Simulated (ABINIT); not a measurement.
**A GW chain in ABINIT: BiOCl (P4/nmm)**

How does a plane-wave GW calculation on BiOCl (P4/nmm) run from the first input to the gap?

Calculated with ABINIT 10.8.3; PBEsol and many-body steps on it, plane waves.

**What was measured.**

- Gap 3.36 eV: optical gap from Kubelka-Munk/Tauc analysis; UV-vis diffuse reflectance; powder (solvothermal hierarchical microspheres made without additive) (“Hydrothermal Crystallization of Bismuth Oxychlorides (BiOCl) Using Different Shape Control Reagents”, 2021, pmc:8123882).

- Gap 3.44 eV: optical gap from Tauc plot; UV-vis diffuse reflectance; powder (hydrothermal powder) (“Synergistic Piezo-Photocatalysis of BiOCl/NaNbO3 Heterojunction Piezoelectric Composite for High-Efficient Organic Pollutant Degradation”, 2022, pmc:8839476).

## Step 1: Starting point

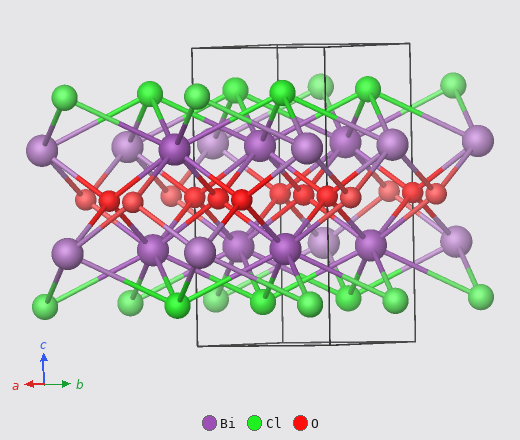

The starting structure, seen slightly off an axis (bismuth purple, chlorine green, oxygen red). 2×1×1 cells are drawn. Some periodic images of atoms are drawn too.

The cell and positions come from the Crystallography Open Database and are kept as given unless a step says otherwise.

## Step 2: Ground state

This step: ABINIT 10.8.3; DFT, PBEsol with spin-orbit coupling, plane waves, norm-conserving pseudopotentials.

The ground-state density comes first.

The input, run.abi:

```
acell 3*1.0 Angstrom
rprim 
  3.885510000000 0.000000000000 0.000000000000
  0.000000000000 3.885510000000 0.000000000000
  0.000000000000 0.000000000000 7.348900000000
ntypat 3
znucl 83 17 8
natom 6
typat 1 1 2 2 3 3
xred 
  0.500000000000 0.000000000000 0.329040000000
  0.000000000000 0.500000000000 0.670960000000
  0.000000000000 0.500000000000 0.147200000000
  0.500000000000 0.000000000000 0.852800000000
  0.000000000000 0.000000000000 0.500000000000
  0.500000000000 0.500000000000 0.500000000000
pp_dirpath "pseudos"
pseudos "Bi.upf, Cl.upf, O.upf"
ecut 42
nspinor 2
ngkpt 4 4 2
nshiftk 1
shiftk 0 0 0
kptopt 1
chksymbreak 0
nband 86
occopt 1
tolvrs 1e-08
nstep 60
prtwf 0
optforces 0
optstress 0
indata_prefix "in"
outdata_prefix "out"
tmpdata_prefix "tmp"
```

The run is started by

```sh
OMP_NUM_THREADS=1 mpirun -n 4 abinit run.abi > log
```

Numbers of over 12 decimals in the logs are rounded to 6 here.

The log of the run:

```text
.Version 10.8.3 of ABINIT. v10.8.2 released Aug 2026.

 Symmetries : space group P4/n m m (#129); Bravais tP (primitive tetrag.)
================================================================================
 Values of the parameters that define the memory need of the present run
     intxc =       0    ionmov =       0      iscf =       7    lmnmax =      18
     lnmax =      18     mgfft =      90  mpssoang =       5    mqgrid =    4052
     natom =       6  nloc_mem =       1    nspden =       1   nspinor =       2
    nsppol =       1      nsym =      16    n1xccc =    2501    ntypat =       3
    occopt =       1   xclevel =       2
-    mband =          86        mffmem =           1         mkmem =           3
       mpw =        9764          nfft =      182250          nkpt =          12
================================================================================
  Rough estimation (10% accuracy) of disk space for files :
================================================================================

--------------------------------------------------------------------------------
------------- Echo of variables that govern the present computation ------------
--------------------------------------------------------------------------------
 -outvars: echo values of preprocessed input variables --------
            acell      1.8897261259E+00  1.8897261259E+00  1.8897261259E+00 Bohr

      chksymbreak           0
             ecut      4.20000000E+01 Hartree
-          fftalg         312

              ixc     -116133
              kpt      0.00000000E+00  0.00000000E+00  0.00000000E+00
                       2.50000000E-01  0.00000000E+00  0.00000000E+00
                       5.00000000E-01  0.00000000E+00  0.00000000E+00
                       2.50000000E-01  2.50000000E-01  0.00000000E+00
                       5.00000000E-01  2.50000000E-01  0.00000000E+00
                       5.00000000E-01  5.00000000E-01  0.00000000E+00
                       0.00000000E+00  0.00000000E+00  5.00000000E-01
                       2.50000000E-01  0.00000000E+00  5.00000000E-01
                       5.00000000E-01  0.00000000E+00  5.00000000E-01
                       2.50000000E-01  2.50000000E-01  5.00000000E-01
                       5.00000000E-01  2.50000000E-01  5.00000000E-01
[...]
kptrlatt        4    0    0      0    4    0      0    0    2
          kptrlen      2.77748167E+01
P           mkmem           3
            natom           6
            nband          86
            ngfft          45      45      90
             nkpt          12
          nspinor           2
            nstep          60
             nsym          16
           ntypat           3
              occ      1.000000  1.000000  1.000000  1.000000  1.000000  1.000000
                       1.000000  1.000000  1.000000  1.000000  1.000000  1.000000
                       1.000000  1.000000  1.000000  1.000000  1.000000  1.000000
                       1.000000  1.000000  1.000000  1.000000  1.000000  1.000000
                       1.000000  1.000000  1.000000  1.000000  1.000000  1.000000
                       1.000000  1.000000  1.000000  1.000000  1.000000  1.000000
                       1.000000  1.000000  1.000000  1.000000  1.000000  1.000000
                       1.000000  1.000000  1.000000  1.000000  1.000000  1.000000
                       1.000000  1.000000  1.000000  1.000000  1.000000  1.000000
                       1.000000  1.000000  1.000000  1.000000  1.000000  1.000000
                       1.000000  1.000000  1.000000  1.000000  1.000000  1.000000
                       1.000000  1.000000  1.000000  1.000000  1.000000  1.000000
                       0.000000  0.000000  0.000000  0.000000  0.000000  0.000000
                       0.000000  0.000000  0.000000  0.000000  0.000000  0.000000
                       0.000000  0.000000
        optforces           0
        optstress           0
            prtwf           0
            rprim      3.8855100000E+00  0.0000000000E+00  0.0000000000E+00
[...]
spgroup         129

           tolvrs      1.00000000E-08

             xred      5.0000000000E-01  0.0000000000E+00  3.2904000000E-01
[...]
znucl       83.00000   17.00000    8.00000

================================================================================

 chkinp: Checking input parameters for consistency.

================================================================================
== DATASET  1 ==================================================================
-   mpi_nproc: 4, omp_nthreads: 1 (-1 if OMP is not activated)

--- !DatasetInfo
iteration_state: {dtset: 1, }
dimensions: {natom: 6, nkpt: 12, mband: 86, nsppol: 1, nspinor: 2, nspden: 1, mpw: 9764, }
cutoff_energies: {ecut:  42.0, pawecutdg:  -1.0, }
electrons: {nelect:   7.20000000E+01, charge:   0.00000000E+00, occopt:   1.00000000E+00, tsmear:   1.00000000E-02, }

 Real(R)+Recip(G) space primitive vectors, cartesian coordinates (Bohr,Bohr^-1):
 R(1)=  7.3425498  0.0000000  0.0000000  G(1)=  0.1361925  0.0000000  0.0000000
 R(2)=  0.0000000  7.3425498  0.0000000  G(2)=  0.0000000  0.1361925  0.0000000
 R(3)=  0.0000000  0.0000000 13.8874083  G(3)=  0.0000000  0.0000000  0.0720077
 Unit cell volume ucvol=  7.4871236E+02 bohr^3
[...]
nprojso     2     2     0
  pspatm : epsatm=    6.20367030
         --- l  ekb(1:nproj) -->
[...]
spin-orbit 1    0.007247    0.002176
  spin-orbit 2   -0.000426    0.000283
 pspatm: atomic psp has been read  and splines computed

   6.27767333E+03                                ecore*ucvol(ha*bohr**3)
--------------------------------------------------------------------------------

_setup2: Arith. and geom. avg. npw (full set) are    9727.531    9727.524

================================================================================

--- !BeginCycle
iteration_state: {dtset: 1, }
solver: {iscf: 7, nstep: 60, nline: 4, wfoptalg: 0, }
tolerances: {tolvrs: 1.00E-08, }

     iter   Etot(hartree)      deltaE(h)  residm     vres2
 ETOT  1  -529.73860513625    -5.297E+02 2.288E-01 1.221E+03
 ETOT  2  -530.10776527512    -3.692E-01 9.496E-03 3.808E+03
 ETOT  3  -530.54807807516    -4.403E-01 3.559E-02 7.435E+02
 ETOT  4  -530.59684484635    -4.877E-02 2.629E-03 9.248E+01
 ETOT  5  -530.60234609760    -5.501E-03 2.717E-03 5.910E+00
 ETOT  6  -530.60275039744    -4.043E-04 2.859E-03 5.362E-01
 ETOT  7  -530.60277432298    -2.393E-05 1.525E-03 2.029E-02
 ETOT  8  -530.60277495121    -6.282E-07 1.397E-03 1.217E-03
 ETOT  9  -530.60277499350    -4.229E-08 3.667E-04 1.468E-04
 ETOT 10  -530.60277499931    -5.816E-09 3.376E-04 6.058E-06
 ETOT 11  -530.60277499955    -2.407E-10 7.336E-05 4.628E-08
 ETOT 12  -530.60277499959    -3.581E-11 6.781E-05 1.439E-08
 ETOT 13  -530.60277499955     3.638E-11 2.919E-05 2.790E-10

 At SCF step   13       vres2   =  2.79E-10 < tolvrs=  1.00E-08 =>converged.

--- !ResultsGS
iteration_state: {dtset: 1, }
comment   : Summary of ground state results
lattice_vectors:
- [  7.3425498,   0.0000000,   0.0000000, ]
- [  0.0000000,   7.3425498,   0.0000000, ]
- [  0.0000000,   0.0000000,  13.8874083, ]
lattice_lengths: [   7.34255,    7.34255,   13.88741, ]
lattice_angles: [ 90.000,  90.000,  90.000, ] # degrees, (23, 13, 12)
lattice_volume:   7.4871236E+02
convergence: {deltae:  3.638E-11, res2:  2.790E-10, residm:  2.919E-05, diffor:  0.000E+00, }
etotal    :  -5.30602775E+02
entropy   :   0.00000000E+00
fermie    :   2.09281548E-01
cartesian_stress_tensor: null
pressure_GPa: null
xred      :
- [  5.0000E-01,   0.0000E+00,   3.2904E-01, Bi]
- [  0.0000E+00,   5.0000E-01,   6.7096E-01, Bi]
- [  0.0000E+00,   5.0000E-01,   1.4720E-01, Cl]
- [  5.0000E-01,   0.0000E+00,   8.5280E-01, Cl]
- [  0.0000E+00,   0.0000E+00,   5.0000E-01,  O]
- [  5.0000E-01,   5.0000E-01,   5.0000E-01,  O]
cartesian_forces: null
force_length_stats: {min: null, max: null, mean: null, }

 Integrated electronic density in atomic spheres:
 ------------------------------------------------
 Atom  Sphere_radius  Integrated_density
[...]
================================================================================

 ----iterations are completed or convergence reached----

 Mean square residual over all n,k,spin=   84.352E-09; max=  29.187E-06
 reduced coordinates (array xred) for    6 atoms
[...]
0.000000000000      0.500000000000      0.670960000000
       0.000000000000      0.500000000000      0.147200000000
       0.500000000000      0.000000000000      0.852800000000
       0.000000000000      0.000000000000      0.500000000000
       0.500000000000      0.500000000000      0.500000000000
 rms dE/dt=  0.0000E+00; max dE/dt=  0.0000E+00; dE/dt below (all hartree)
    1       0.000000000000      0.000000000000      0.000000000000
    2       0.000000000000      0.000000000000      0.000000000000
    3       0.000000000000      0.000000000000      0.000000000000
    4       0.000000000000      0.000000000000      0.000000000000
    5       0.000000000000      0.000000000000      0.000000000000
    6       0.000000000000      0.000000000000      0.000000000000

 cartesian coordinates (angstrom) at end:
    1      1.942755     0.000000     2.418082
    2      0.000000     1.942755     4.930818
    3      0.000000     1.942755     1.081758
    4      1.942755     0.000000     6.267142
    5      0.000000     0.000000     3.674450
    6      1.942755     1.942755     3.674450
 length scales=  1.889726125908  1.889726125908  1.889726125908 bohr
              =  1.000000000000  1.000000000000  1.000000000000 angstroms
 prteigrs : about to open file out_EIG
 Fermi (or HOMO) energy (hartree) =   0.20928   Average Vxc (hartree)=  -0.39973
 Eigenvalues (hartree) for nkpt=  12  k points:
 kpt#   1, nband= 86, wtk=  0.03125, kpt=  0.0000  0.0000  0.0000 (reduced coord)
  -5.35951   -5.35951   -5.35951   -5.35951   -3.76496   -3.76496   -3.76496   -3.76496
  -2.85637   -2.85637   -2.85635   -2.85635   -2.85620   -2.85620   -2.85619   -2.85619
  -0.64151   -0.64151   -0.64020   -0.64020   -0.64003   -0.64003   -0.63929   -0.63929
  -0.53752   -0.53752   -0.53178   -0.53178   -0.53033   -0.53033   -0.53001   -0.53001
  -0.52991   -0.52991   -0.52814   -0.52814   -0.46559   -0.46559   -0.36722   -0.36722
  -0.29136   -0.29136   -0.27905   -0.27905   -0.12698   -0.12698   -0.03199   -0.03199
   0.03278    0.03278    0.04943    0.04943    0.13917    0.13917    0.13969    0.13969
   0.14781    0.14781    0.15745    0.15745    0.15919    0.15919    0.16060    0.16060
   0.17004    0.17004    0.17429    0.17429    0.17761    0.17761    0.18357    0.18357
   0.31104    0.31104    0.32133    0.32133    0.40074    0.40074    0.43418    0.43418
   0.45064    0.45064    0.47573    0.47573    0.50427    0.50427
 prteigrs : prtvol=0 or 1, do not print more k-points.

--- !EnergyTerms
iteration_state     : {dtset: 1, }
comment             : Components of total free energy in Hartree
kinetic             :  1.63576520924831E+02
hartree             :  1.78980361740529E+02
xc                  : -8.82445738198407E+01
Ewald energy        : -2.68177961849727E+02
psp_core            :  8.38462629891302E+00
local_psp           : -5.50012780224794E+02
non_local_psp       :  2.48910319305374E+01
total_energy        : -5.30602774999551E+02
total_energy_eV     : -1.44384370537021E+04
band_energy         : -7.07725817692869E+01

== END DATASET(S) ==============================================================
================================================================================

 -outvars: echo values of variables after computation  --------
           etotal     -5.3060277500E+02
            nband          86
             nkpt          12
          spgroup         129
 [... the other variables as echoed above ...]

 Calculation completed.
```

Wall time 9 min (4 MPI ranks of Arm Neoverse V1, shared host); peak memory 0.81 GiB; 36 min of CPU time.

This step gave:

```yaml
total_energy: -14438.4371 eV
gap: 2.329 eV
k_of_the_valence_top: 0.5, 0, 0.5
k_of_the_conduction_bottom: 0, 0, 0.5
least_direct_gap: 2.606 eV
```

The gap is indirect, with the least direct gap 0.28 eV higher.

(Continued in part 2 of 3.)

[Paths, hosts, dates, memory and timing lines, banners, echoed tables and standing remarks are left out of the program output.]

[Logs are printed without paths, hosts, clocks, repeated set-up lines and the standing remarks that a program may print on its own settings, such as how far it seeks lower states.]

[Runs of the session that timed out or met a known fault of the program may be left out.]

[Hosts, paths, dates, database ids (printed as entryN), source tags and the programs' standing remarks are cut or masked in the printed files.]

[G0W0 gaps are taken among the corrected bands and points alone; a level outside them can change the order at an edge.]

[Where Ansatz stands beside ABINIT at settings called matched, ABINIT's density can come from a denser mesh and the files from another edition; pairs whose starting gaps differed by over 0.03 eV were left out, so agreement reads better than it is.]
